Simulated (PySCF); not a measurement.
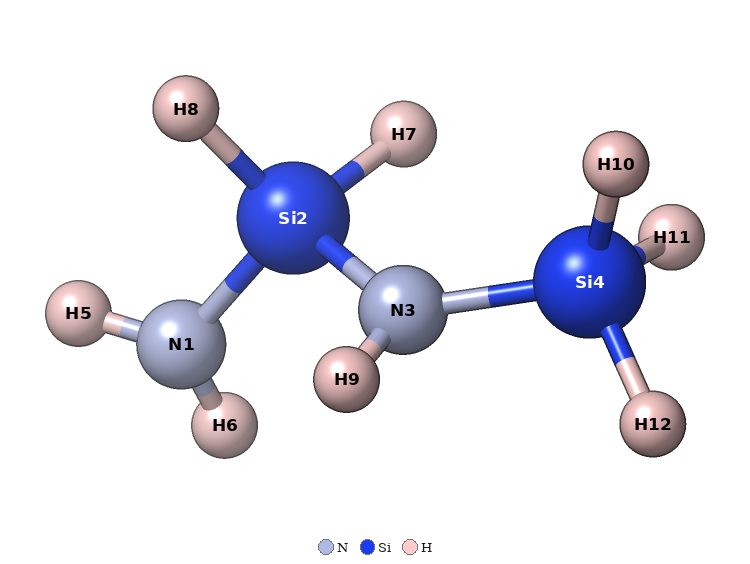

Computed geometry: PBE0-D3(BJ)/def2-SVP optimisation. No frequency run is at hand to confirm it as a minimum. Method: TDDFT PBE0/def2-SVPD, vertical, gas phase, core orbitals frozen in the response (PySCF 2.14.0), and the same with a continuum solvent (IEF-PCM, Bondi radii x 1.2, gas-phase geometry).

How do dipole (D), HOMO–LUMO gap (eV), lowest singlet (eV) change in dichloromethane (ε = 8.9), acetone (ε = 20.5)?

| medium | dipole (D) | HOMO–LUMO gap (eV) | lowest singlet (eV) |
| --- | --- | --- | --- |
| gas phase | 1.58 | 7.62 | 6.30 |
| dichloromethane | 1.92 | 7.66 | 6.33 |
| acetone | 1.95 | 7.66 | 6.34 |
